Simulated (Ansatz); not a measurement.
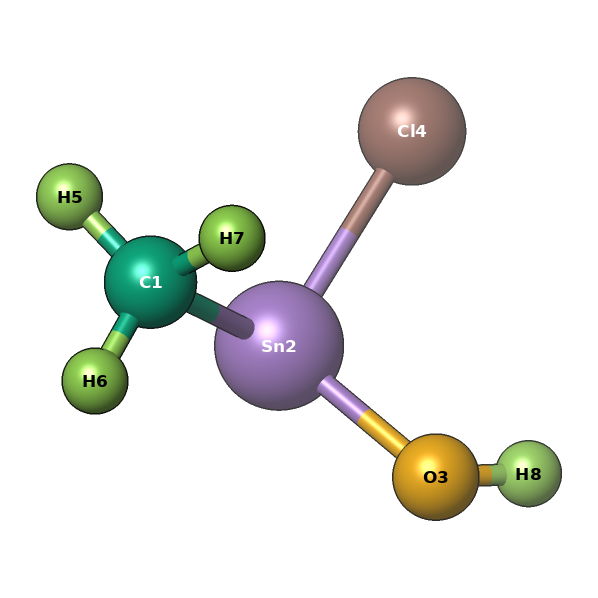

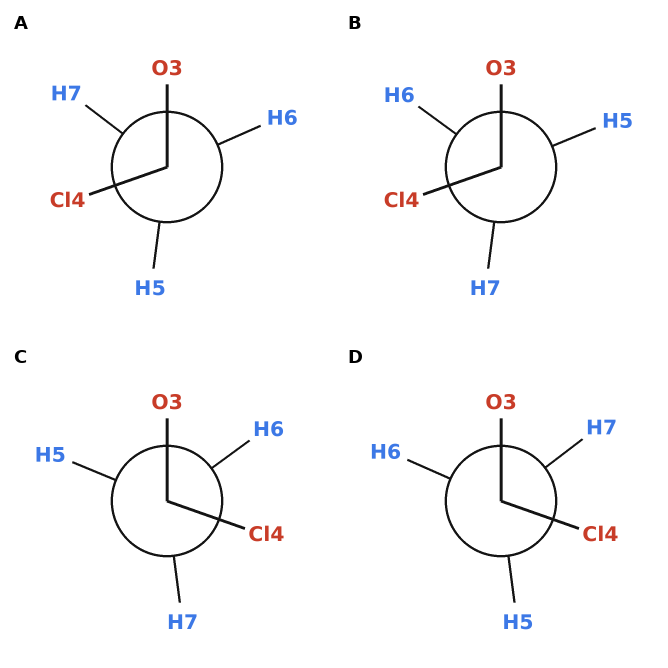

Atoms fade into the background with distance from the viewer. Bonds that would overlap in a projection are set slightly apart. The species is neutral and a spin doublet. The geometry was computed by an optimisation with PBE0-D4/def2-TZVP.

Which Newman projection shows the view along Sn2–C1, with Sn2 in front?

D. The torsion angle Cl4–Sn2–C1–H5 is 63°, synclinal (gauche).
